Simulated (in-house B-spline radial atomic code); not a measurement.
# Co²⁴⁺: RPA and G0W0 on different mean-field starts

G0W0 and RPA are one-shot methods. How much does the choice of start matter for Co²⁴⁺?

Method: RPA, second order, AC-SOSEX and G0W0 (contour deformation) on a scalar-relativistic mean field, all electrons; no spin-orbit coupling, Breit or QED terms, no two-electron picture change. Code: an in-house B-spline radial atomic code, version 1.

## Step 1: Starting point

| Item | Value |
| --- | --- |
| element | cobalt (Z = 27) |
| charge | +24 |
| electrons | 3 |
| configuration | [He] 2s1 |
| next ion, run as well | 1s2 |
| Hamiltonian | scalar-relativistic (spin-free one-electron X2C), finite nucleus |
| starts | Hartree-Fock, PBE, PBE0 |

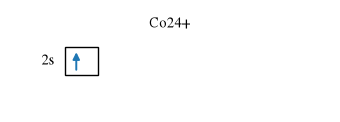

Occupation of the outer shells (arrows by Hund's rule).

## Step 2: Run with the Hartree-Fock start

Settings, as recorded:

```ini
Z = 27
electrons = 3.0
configuration = [He] 2s1
hamiltonian = x2c
method = hf
lmax = 9
rms_radius = 3.7875
spin_polarised = True
box_radius = 3.58
intervals = 64
```

The run is started by

```
$ python run_gw.py task.json out
```

One command runs all members of the session, one after another, from task.json.

After this run come: Run with the PBE start; Run with the PBE0 start.

What does the calculation give? Wanted: highest level, mean field; highest level, G0W0; RPA correlation energy; RPA+SOSEX.

The runs gave:

| quantity | value |
| --- | --- |
| highest level, mean field (range over the runs) | -2219.6 to -2180.7 eV |
| highest level, G0W0 (range over the runs) | -2225.4 to -2223.5 eV |
| RPA correlation energy | -0.2614 to -0.1841 hartree |
| RPA+SOSEX | -0.0556 to -0.0548 hartree |
| tabulated theoretical ionisation energy (2s shell) | 2218.9 eV (NIST Atomic Spectra Database, ionization energies) |
| G0W0 removal energy less that value | +4.63 to +6.50 eV |

Across the starts the mean-field level varies by 38.9 eV and the G0W0 level by 1.9 eV (4.8 % as much). Without exact exchange the level is bound too weakly, and G0W0 lowers it by 45 eV. RPA gives the most correlation on PBE and the least on Hartree-Fock (30 % apart). Against the tabulated theoretical ionisation energy, 2218.9 eV, G0W0 is nearest on Hartree-Fock (+4.6 eV) and farthest on PBE (+6.5 eV). The missing Breit and QED terms are far too small here to explain the miss, which is the method's own. Read as a removal energy, the bare PBE level is off by -38.2 eV (-1.7 %) and the nearest bare level, Hartree-Fock's, by +0.709 eV. As differences of total energies the mean miss over the starts is 2.1 eV for mean field, 4.1 eV for RPA, 0.85 eV for RPA+SOSEX.
